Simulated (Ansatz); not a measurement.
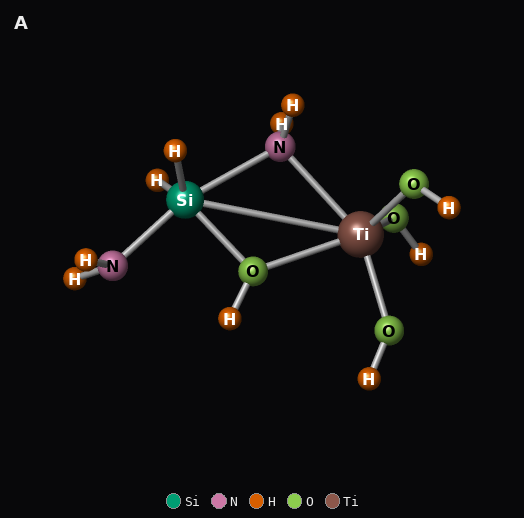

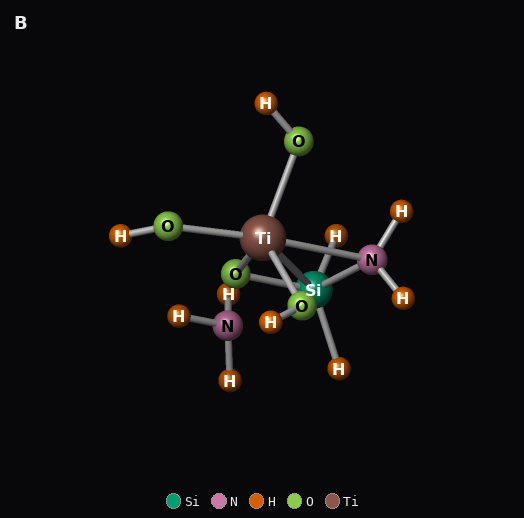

2 stationary structures of one formula. The species is neutral and a spin singlet. Geometries: PBE0-D4/def2-TZVP. Electronic energies: ωB97M-V/def2-TZVPP (Ansatz 0.2.0), without zero-point energy. No frequency run is at hand to confirm each as a minimum. Each is one conformer, not always the lowest.

Question: Rank them by energy, lowest first.

Answer: B is lowest; A lies 18.8 kcal/mol above it (a minimum).
